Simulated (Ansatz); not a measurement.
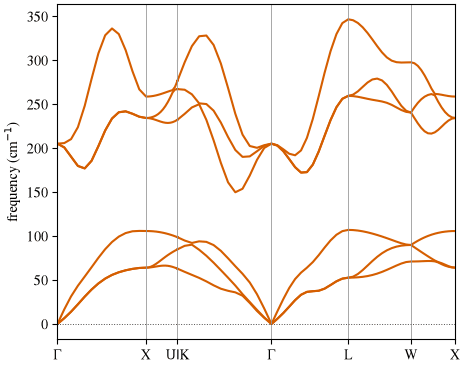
Figure: Phonon dispersion of BiB (rock salt, space group No. 225), the program Ansatz at the PBE level (PAW); imaginary frequencies are drawn negative

### Question
Is this phase dynamically stable?

### Answer
Yes, on this path no branch is imaginary.

### Question
How high does the spectrum reach?

### Answer
About 350 cm⁻¹ (10.4 THz).

Space group Fm-3m (rock salt). The cell is a constructed one: a structure type filled with these elements; neither database checked (COD, Materials Project) lists it. Whether it is the stable phase at ambient conditions was not checked. The cell was relaxed with PBE under the symmetry of its start. As this level gives no gap, phonon frequencies hold no LO–TO term and depend on the k-mesh and smearing (Fermi–Dirac, 0.1 eV here). Spin–orbit coupling is left out wherever it is not named.

Potentials: the later of the program's two PAW sets.
